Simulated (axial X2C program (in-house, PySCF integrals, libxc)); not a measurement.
# Linear NGaN⁺ at several levels

How do method and spin–orbit coupling move the bonds and stretches of NGaN⁺, held linear?

Program: an in-house X2C program for linear molecules on PySCF integrals. Level of theory: all-electron X2C, two-component (2c) or spin-free, N dyall-av3z, Ga dyall-v3z. These are calculated values, not measurements.

All values are calculated.

2 further runs of the same task are left out: 2 set aside as unsound or not needed.

### Step 1. The job

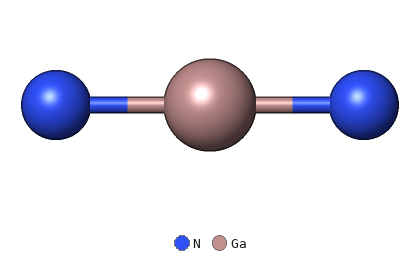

The atoms on one line, bonds 1.770 and 1.770 Å (nitrogen blue, gallium pink).

task.json reads:

```json
{"zs": [7, 31, 7], "q": 1, "bas": ["dyall-av3z", "dyall-v3z", "dyall-av3z"], "r0": [1.77, 1.77], "symm": 1, "scan": ["PBE0", "HF", "PBE"], "levels": ["PBE0", "HF", "r2SCAN"], "nst": 2}
```

Keys: zs atomic numbers; q charge; bas basis sets; r0 starting distance in Å; symm equal bonds; scan levels of the two-bond scan; levels methods; nst determinants followed.

Run with:

```
python solin.py task.json out
```

Masses N 14.003, Ga 68.926, N 14.003 u.

### Step 2. Scan at PBE0, 2c

State: Ω = 2 (beyond evenly filled blocks: 2 × ω = -1/2, 2 × ω = 3/2). Energies above the lowest point, from the job's result record:

| r(N–Ga) (Å) | r(Ga–N) (Å) | E (meV) |
| --- | --- | --- |
| 1.8447 | 1.8447 | 36.57 |
| 1.8447 | 1.8920 | 19.12 |
| 1.8447 | 1.9393 | 37.19 |
| 1.8920 | 1.8447 | 19.12 |
| 1.8920 | 1.8920 | 0.00 |
| 1.8920 | 1.9393 | 16.41 |
| 1.8920 | 1.9866 | 60.60 |
| 1.9393 | 1.8447 | 37.19 |
| 1.9393 | 1.8920 | 16.41 |
| 1.9393 | 1.9393 | 31.17 |
| 1.9866 | 1.8920 | 60.60 |
| 1.9866 | 1.9866 | 114.69 |

A quadratic surface with cubic terms in each bond gives the minimum at 1.892 and 1.892 Å, force constants 2.54, 2.54 and coupling -0.12 mdyn/Å.

### Step 3. Scan at PBE, 2c

State: Ω = 2 (beyond evenly filled blocks: 2 × ω = -1/2, 2 × ω = 3/2). Energies above the lowest point, from the job's result record:

| r(N–Ga) (Å) | r(Ga–N) (Å) | E (meV) |
| --- | --- | --- |
| 1.8447 | 1.8447 | 85.56 |
| 1.8447 | 1.8920 | 48.21 |
| 1.8447 | 1.9393 | 46.35 |
| 1.8920 | 1.8447 | 48.21 |
| 1.8920 | 1.8920 | 9.09 |
| 1.8920 | 1.9393 | 5.44 |
| 1.8920 | 1.9866 | 29.75 |
| 1.9393 | 1.8447 | 46.35 |
| 1.9393 | 1.8920 | 5.44 |
| 1.9393 | 1.9393 | 0.00 |
| 1.9866 | 1.8920 | 29.75 |
| 1.9866 | 1.9866 | 43.22 |

A quadratic surface with cubic terms in each bond gives the minimum at 1.922 and 1.922 Å, force constants 2.19, 2.19 and coupling -0.13 mdyn/Å.

### Step 4. Scan at PBE0, spin-free

State: M_S = 2, Λ = 0 (beyond evenly filled blocks: 2 × π+α, 2 × π-α). Energies above the lowest point, from the job's result record:

| r(N–Ga) (Å) | r(Ga–N) (Å) | E (meV) |
| --- | --- | --- |
| 1.8447 | 1.8447 | 36.30 |
| 1.8447 | 1.8920 | 18.98 |
| 1.8447 | 1.9393 | 37.17 |
| 1.8920 | 1.8447 | 18.98 |
| 1.8920 | 1.8920 | 0.00 |
| 1.8920 | 1.9393 | 16.53 |
| 1.8920 | 1.9866 | 60.81 |
| 1.9393 | 1.8447 | 37.17 |
| 1.9393 | 1.8920 | 16.53 |
| 1.9393 | 1.9393 | 31.40 |
| 1.9866 | 1.8920 | 60.81 |
| 1.9866 | 1.9866 | 115.12 |

A quadratic surface with cubic terms in each bond gives the minimum at 1.892 and 1.892 Å, force constants 2.54, 2.54 and coupling -0.12 mdyn/Å.

### Step 5. The levels side by side

| level | r(N–Ga) (Å) | r(Ga–N) (Å) | lower stretch (cm⁻¹) | upper stretch (cm⁻¹) |
| --- | --- | --- | --- | --- |
| PBE0, 2c | 1.892 | 1.892 | 542.3 | 673.6 |
| PBE, 2c | 1.922 | 1.922 | 500.3 | 629.1 |
| PBE0, spin-free | 1.892 | 1.892 | 542.4 | 673.7 |
| PBE, spin-free | 1.922 | 1.922 | 500.4 | 629.2 |

Scans not shown above were run alike.

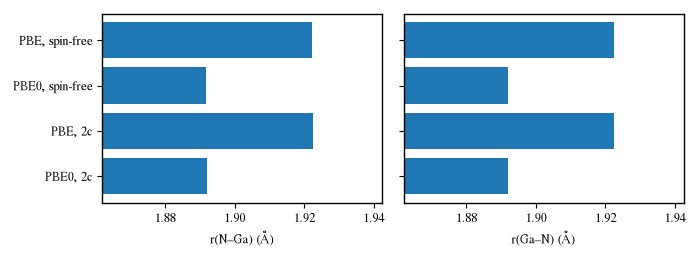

The two bond lengths by level.

What this shows: Over the levels the N–Ga bond spans 1.892 to 1.922 Å and the Ga–N bond 1.892 to 1.922 Å. At PBE0 spin–orbit coupling leaves both bonds unchanged to 0.001 Å. Each state is one determinant, the lowest of a limited PBE0 search; the stretches come from a fit to few points and are good to some per cent at best. The molecule was held linear; bending was not examined, so a bent shape may lie lower. Open-shell Ω = 0 determinants with evenly filled partner blocks cannot be reached by this program, so the Ω shown need not be the lowest component. Note: several unpaired electrons, one determinant need not be a pure state.
